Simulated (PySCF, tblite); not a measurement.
# C3H6FOSi radical: geometry, infrared bands and EPR parameters

Aim: predict the infrared bands and EPR parameters of C3H6FOSi radical (`F/C=C/CO[SiH2]`).

Computed with tblite 0.8.0 and PySCF 2.14.0, with density-fitted response routines of our own, on a single molecule in the gas phase. Atoms count from 0, in the outputs and in this text.

### Step 1. The starting structure

12 atoms, charge 0, multiplicity 2; geometry from: force field or distance geometry start.

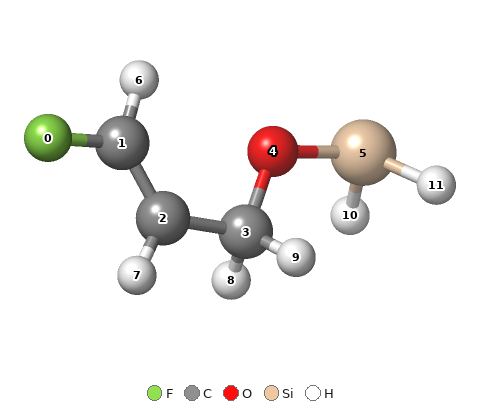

As it starts; fluorine green, carbon grey, oxygen red, silicon light orange, hydrogen white, atoms numbered.

### Step 2. Optimising the geometry with GFN2-xTB

The job: settings as JSON, then the geometry in Å.

```
{"job": {"kind": "relax", "xc": "GFN2-xTB", "basis": "xTB"}, "charge": 0, "multiplicity": 2}
F      3.378700     0.087200     0.724400
C      2.028500     0.238900     0.666900
C      1.305100    -0.445400    -0.201900
C     -0.194600    -0.355800    -0.361100
O     -0.742000     0.546600     0.599600
Si    -2.394400     0.781200     0.592600
H      1.684200     0.941800     1.414300
H      1.814700    -1.110600    -0.881700
H     -0.604900    -1.370400    -0.196600
H     -0.427600    -0.036700    -1.370300
H     -3.047800    -0.529700     0.824500
H     -2.798800     1.252200    -0.748400
```

On the command line:

```bash
> OMP_NUM_THREADS=1 python probes_run.py task.json out
```

One launch serves the whole session: the jobs run in the order shown.

**Question.** This job is followed by: GFN2-xTB harmonic vibrations, gas phase; UKS B3LYP, pcH-1 on C F H O Si, non-relativistic, mean-field spin-orbit, GIAO. Predict these results of the whole session: strongest single infrared mode (GFN2-xTB); zero-point energy (GFN2-xTB); g(iso) (B3LYP); ⟨S²⟩; largest a(iso) (averaged by class); surface potential, least and greatest.

As calculated:

| quantity | value |
| --- | --- |
| strongest single infrared mode (GFN2-xTB) | 2290 cm⁻¹, 542 km/mol |
| zero-point energy (GFN2-xTB) | 50.3 kcal/mol |
| g(iso) (B3LYP) | 2.00256 |
| ⟨S²⟩ | 0.751 (exact 0.75) |
| largest a(iso) (averaged by class) | 29Si on Si5, -612.3 MHz |
| surface potential, least and greatest | -0.88 V and 1.22 V |

**Reading.** Over 39 steps the energy fell by 0.130 eV; of the close pairs, O4–Si5 changed most, 1.669 to 1.622 Å. All 30 modes are real, so the xTB geometry is a minimum. The strongest single mode, at 2290 cm⁻¹, moves mainly H11 and H10. Unscaled tight-binding wavenumbers are off by several per cent, some by more. Its intensities can rank the bands wrongly. Most of the unpaired spin sits on Si5 (0.94 e). The isotropic g lies 0.2 ppt above the free-electron value.
